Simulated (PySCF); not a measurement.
C4H8OSi2 (SMILES O[SiH]1C=C[SiH2]C=C1)

```xyz
15

O    -2.5082    1.5270    0.0605
Si   -1.0632    0.9363    0.5453
C    -1.0767   -0.9443    0.6694
C    -0.0148   -1.7116    0.4328
Si    1.6614   -1.0424   -0.0975
C     1.3949    0.6527   -0.8686
C     0.3291    1.4143   -0.6315
H    -2.8935    1.2875   -0.7780
H    -0.9399    1.5840    1.8503
H    -2.0116   -1.4132    0.9665
H    -0.1056   -2.7888    0.5379
H     2.5572   -0.9367    1.0651
H     2.2572   -1.9465   -1.0951
H     2.1587    1.0101   -1.5533
H     0.2505    2.3795   -1.1257
```

Geometry: GFN2-xTB.

These are results of PySCF 2.14.0, PBE0/pcSseg-1, SCF density, gas phase, non-relativistic, not measurements.

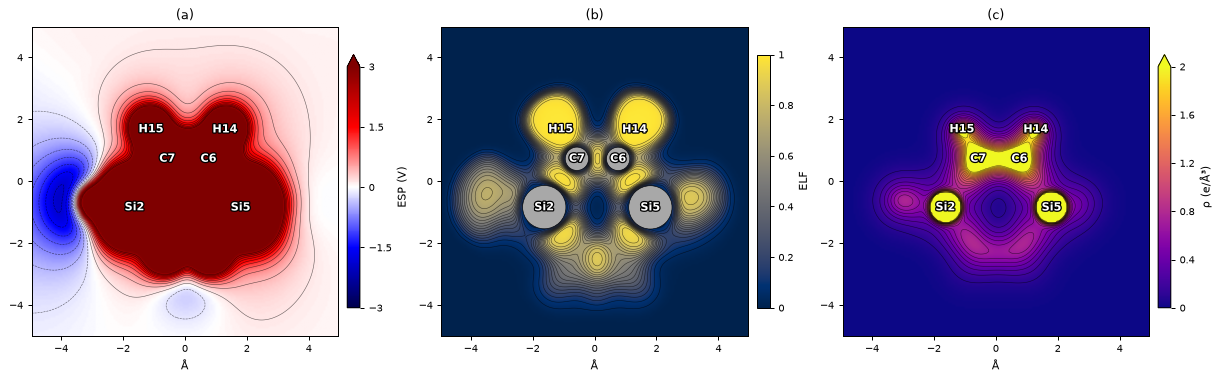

Figure 1. (a) electrostatic potential; (b) electron localisation function; (c) electron density on the plane of atoms C6, C7 and H15. Grey discs cover the atomic cores in the ELF map.

**What does the map show?**

Atoms in the plane: Si, C and H. C–C (1.33 Å): ρ is about 2.3 e/Å³ halfway; the ELF peaks at about 0.90 between the atoms; a multiple bond. C–Si (1.88 Å): ρ at the midpoint is about 0.94 e/Å³; the ELF peaks at about 0.95 between the atoms; a covalent bond. C–H (1.09 Å): the density is about 2 e/Å³ at the midpoint; the ELF climbs to about 1 towards the hydrogen, as it does in any bond to H: a covalent bond by its length. Outside the dense part of the molecule the potential is most negative (−1.9 V) near O1, which lies off the plane.

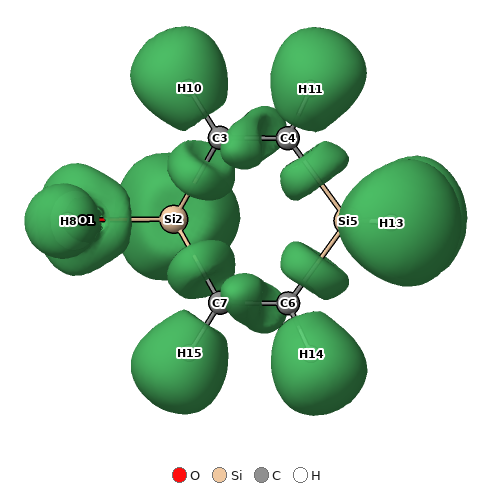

Figure 2. Isosurface of the ELF at 0.75 (green), seen at a tilt. Core shells and regions of very low density are left out.

**Where are the electrons localised?**

The ELF exceeds this value in two regions between bonded C–C atoms (shared pairs), four regions between bonded C–Si atoms (shared pairs), seven regions around hydrogen nuclei and one joined region spread over several atoms (H, O), in which their bonds and any lone pairs are merged. Profiles from the grid: Si–O (1.63 Å): the ELF peaks at about 0.85 between the atoms: a shared but strongly polarised pair.

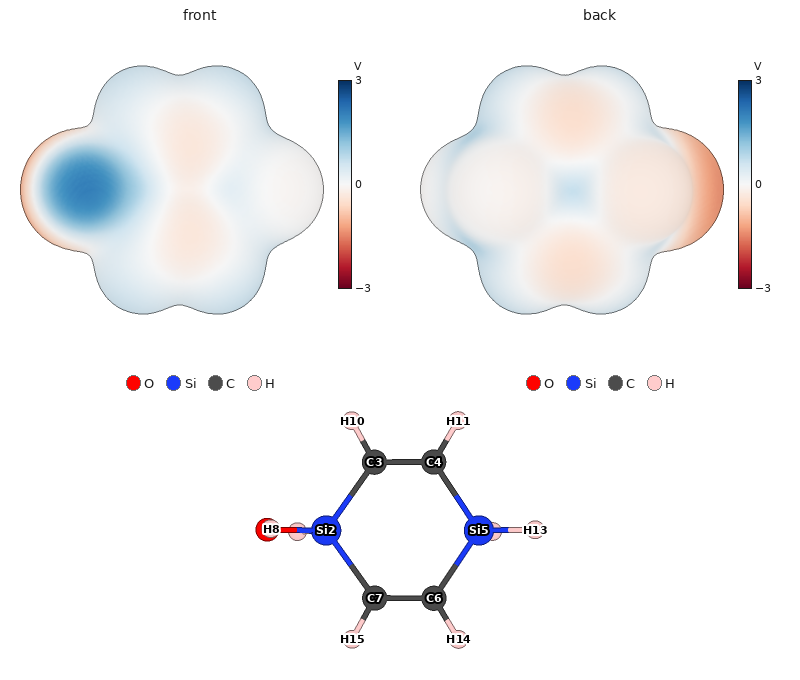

Figure 3. The electrostatic potential painted on the density surface at 0.001 e/bohr³, seen from the front and from behind; the colour scale runs from red (negative) to blue (positive). The bare structure is drawn below in the same view.

**Describe the electrostatic potential map.**

The most negative region (about −1.3 V) lies over O1, the most positive (about +2.0 V) over H8. O1 is the likeliest acceptor of a hydrogen bond.
